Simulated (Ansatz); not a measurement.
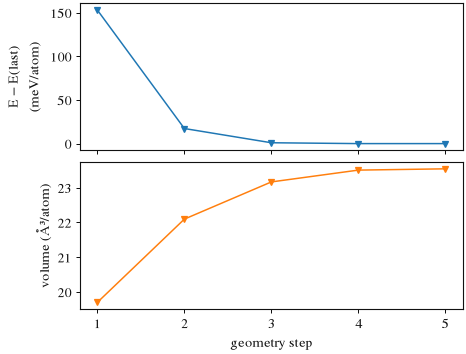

History of a geometry optimisation. Atoms and cell relax. A closing SCF on a freshly chosen basis isn't drawn.

System: ZnSe (F-43m, 2 atoms in the cell).
Method: Ansatz, DFT, PBE, plane waves, PAW; cutoff 420 eV, 8×8×8 k-mesh, Fermi–Dirac smearing of 0.02 eV.

**How did the optimisation end?**

The optimisation met its thresholds at geometry 5, counting the start as the first. The energy fell by about 150 meV/atom from the first step to the last. All forces vanish by symmetry, so only the cell moves.

**What happens to the cell?**

The volume grows from 19.7 to 23.5 Å³ per atom (+20 %). The start was compressed.
